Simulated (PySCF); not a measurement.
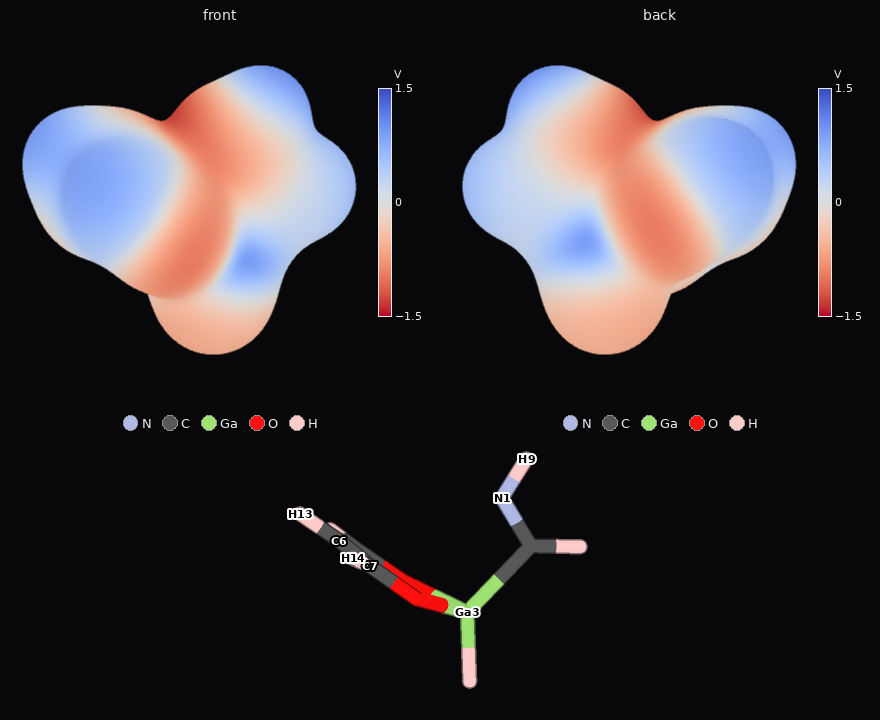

*C4H6GaNO2. The electrostatic potential painted on the density surface at 0.001 e/bohr³, seen from the front and from behind; the colour scale runs from red (negative) to blue (positive). The bare structure is drawn below in the same view.*

Geometry: GFN2-xTB.

Computed with PBE0/def2-SVPD, SCF density, gas phase (PySCF 2.14.0).

```yaml
atoms:
  - { symbol: N, position_ang: [1.9269, 0.0082, 0.9290] }
  - { symbol: C, position_ang: [2.3176, -0.5116, -0.1547] }
  - { symbol: Ga, position_ang: [0.6458, -0.6488, -1.3109] }
  - { symbol: O, position_ang: [-0.2397, 1.0821, -1.1546] }
  - { symbol: C, position_ang: [-1.0932, 1.4221, -0.2859] }
  - { symbol: C, position_ang: [-1.7542, 0.5787, 0.5955] }
  - { symbol: C, position_ang: [-1.5259, -0.7898, 0.5946] }
  - { symbol: O, position_ang: [-0.7259, -1.4180, -0.1566] }
  - { symbol: H, position_ang: [2.6343, 0.1616, 1.6546] }
  - { symbol: H, position_ang: [3.3658, -0.7941, -0.3310] }
  - { symbol: H, position_ang: [0.3718, -1.1699, -2.7406] }
  - { symbol: H, position_ang: [-1.3443, 2.4922, -0.2547] }
  - { symbol: H, position_ang: [-2.4721, 0.9927, 1.2826] }
  - { symbol: H, position_ang: [-2.1077, -1.4057, 1.2954] }
```

Which sites attract a positive test charge, and which a negative one?

A positive charge is drawn to the negative regions and a negative charge to the positive ones. The most negative region (about −1.2 V) lies over N1, the most positive (about +0.9 V) over Ga3 and H9. N1 is the likeliest acceptor of a hydrogen bond.

What dipole moment does the calculation give?

Its dipole moment is 1.78 D.
